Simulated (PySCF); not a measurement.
**C2H7In (InH2Et): CASSCF(2,4)/def2-SVP (core potential)**

What is the vertical singlet–triplet gap of C2H7In (InH2Et) at CASSCF(2,4)/def2-SVP (core potential)? Input form: a Python script.

The results are computed with PySCF 2.14.0.

1 further run of the same task is left out (set aside as unsound or not needed).

**1. The structure to begin with**

C2H7In has 10 atoms, charge 0, and is taken as a singlet. As SMILES, `[H][In]([H])[CH2]C`. Geometry: a GFN2-xTB relaxation, a rough one for these elements and not checked as a minimum.

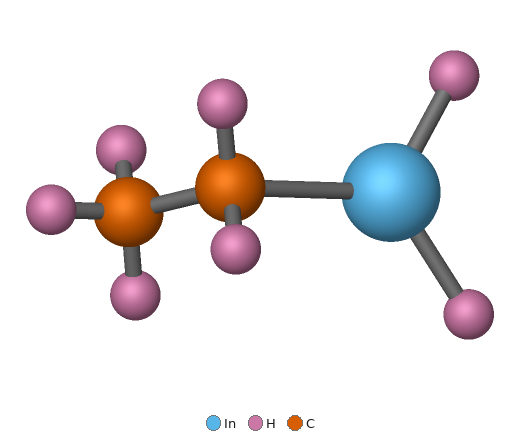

The structure, seen from a chosen angle (indium blue, hydrogen pink, carbon orange).

**2. The energy at CASSCF(2,4)/def2-SVP (core potential)**

File job.py:

```python
import numpy
from pyscf import gto, scf, mp, mcscf

mol = gto.Mole()
mol.atom = [
    ('In', (0.812150, 1.501060, 0.578580)),
    ('H', (2.557080, 1.639060, 0.599560)),
    ('H', (0.065540, 3.083810, 0.525900)),
    ('C', (-0.310130, -0.442160, 0.566570)),
    ('C', (-0.485960, -0.981860, -0.851380)),
    ('H', (-1.286090, -0.275540, 1.032160)),
    ('H', (0.241770, -1.162440, 1.177770)),
    ('H', (-1.028310, -1.929560, -0.835430)),
    ('H', (-1.048860, -0.278880, -1.468780)),
    ('H', (0.482820, -1.153480, -1.324970)),
]
mol.charge = 0
mol.max_memory = 1860
mol.ecp = {'In': 'def2-svp'}
mol.basis = 'def2-svp'
mol.spin = 0
mol.verbose = 3
mol.build()

hf = scf.RHF(mol)
hf.conv_tol = 1e-10
hf.kernel()
if not hf.converged:
    hf = hf.newton().run(hf.mo_coeff, hf.mo_occ)

pt = mp.MP2(scf.addons.convert_to_uhf(hf)).run()
noons, natorbs = mcscf.addons.make_natural_orbitals(pt)
print('natural occupations', numpy.round(noons[:40], 4))
cas = mcscf.CASSCF(hf, 4, 2)
cas.fix_spin_(ss=0.0)
cas.natorb = True
cas.kernel(natorbs)
e_final = cas.e_tot
print(f'total energy: {e_final:.8f} hartree')
```

Command:

```bash
OMP_NUM_THREADS=1 python job.py
```

Log:

```text
converged SCF energy = -268.91389034531
E(UMP2) = -269.326006827131  E_corr = -0.412116481820938
E(SCS-UMP2) = -269.330706254507  E_corr = -0.41681590919629
natural occupations [1.9998 1.9998 1.9997 1.9995 1.9994 1.9993 1.9968 1.9967 1.9966 1.9965
 1.9965 1.9831 1.9779 1.9753 1.9728 1.9692 1.969  1.9659 1.959  1.9526
 0.0318 0.0225 0.0184 0.0171 0.017  0.0156 0.0144 0.0134 0.013  0.0127
 0.0095 0.009  0.0078 0.0069 0.0068 0.0061 0.006  0.0055 0.0054 0.0051]
CASSCF energy = -268.935501154427
CASCI E = -268.935501154427  E(CI) = -1.39652913760233  S^2 = 0.0000000
total energy: -268.93550115 hartree
```

Run time: 15 s. Hardware: 1 thread of Arm Neoverse V2, shared host; peak memory 0.29 GiB.

**3. The triplet, same level**

File input.xyz:

```xyz
10
C2H7In
In     0.812150     1.501060     0.578580
H      2.557080     1.639060     0.599560
H      0.065540     3.083810     0.525900
C     -0.310130    -0.442160     0.566570
C     -0.485960    -0.981860    -0.851380
H     -1.286090    -0.275540     1.032160
H      0.241770    -1.162440     1.177770
H     -1.028310    -1.929560    -0.835430
H     -1.048860    -0.278880    -1.468780
H      0.482820    -1.153480    -1.324970
```

File job.py:

```python
import numpy
from pyscf import gto, scf, mp, mcscf

mol = gto.M(
    atom='input.xyz',
    basis='def2-svp',
    ecp={'In': 'def2-svp'},
    spin=2,
    verbose=3,
    max_memory=1860,
)

mf = mol.ROHF()
mf.conv_tol = 1e-10
mf.kernel()
if not mf.converged:
    mf = mf.newton().run(mf.mo_coeff, mf.mo_occ)

pt = mp.MP2(scf.addons.convert_to_uhf(mf)).run()
noons, natorbs = mcscf.addons.make_natural_orbitals(pt)
print('natural occupations', numpy.round(noons[:40], 4))
cas = mcscf.CASSCF(mf, 4, 2)
cas.fix_spin_(ss=2.0)
cas.natorb = True
cas.kernel(natorbs)
etot = cas.e_tot
print(f'total energy: {etot:.8f} hartree')
```

Command:

```bash
OMP_NUM_THREADS=1 python job.py
```

Log:

```text
converged SCF energy = -268.76755861075
E(UMP2) = -269.161417809812  E_corr = -0.393859199061781
E(SCS-UMP2) = -269.164884182453  E_corr = -0.397325571702587
natural occupations [1.9998 1.9998 1.9997 1.9995 1.9994 1.9993 1.9967 1.9965 1.9964 1.9963
 1.9962 1.9832 1.9771 1.9707 1.9705 1.968  1.9679 1.9665 1.9602 0.9946
 0.9913 0.025  0.0217 0.0168 0.0165 0.0161 0.0141 0.0136 0.0126 0.0102
 0.0099 0.0089 0.0084 0.0074 0.0066 0.0065 0.006  0.006  0.0058 0.0049]
CASSCF energy = -268.768998326344
CASCI E = -268.768998326344  E(CI) = -0.907023201517745  S^2 = 2.0000000
total energy: -268.76899833 hartree
```

Run time: 12 s. Hardware: 1 thread of Arm Neoverse V2, shared host; peak memory 0.31 GiB.

**4. What came out**

At CASSCF(2,4)/def2-SVP (core potential):

| quantity | value |
| --- | --- |
| singlet: total energy | -268.93550 Eh |
| singlet: dipole moment (Hartree–Fock density) | 1.09 D |
| singlet: HOMO energy (Hartree–Fock orbitals) | -9.71 eV |
| singlet: LUMO energy (Hartree–Fock orbitals) | 0.95 eV |
| singlet: HOMO–LUMO gap (Hartree–Fock orbitals) | 10.67 eV |
| triplet: total energy | -268.76900 Eh |
| triplet: dipole moment (Hartree–Fock density) | 6.04 D |
| vertical energy of the triplet above the singlet | 4.531 eV |

In words: At this shape the triplet lies 4.53 eV (104 kcal/mol) above the singlet. Mulliken charges (singlet) of the mean-field density run from -0.40 on C4 to +0.63 on In1. Mulliken charges (triplet) of the mean-field density run from -0.21 on C4 to +0.13 on H7; they depend strongly on the basis.
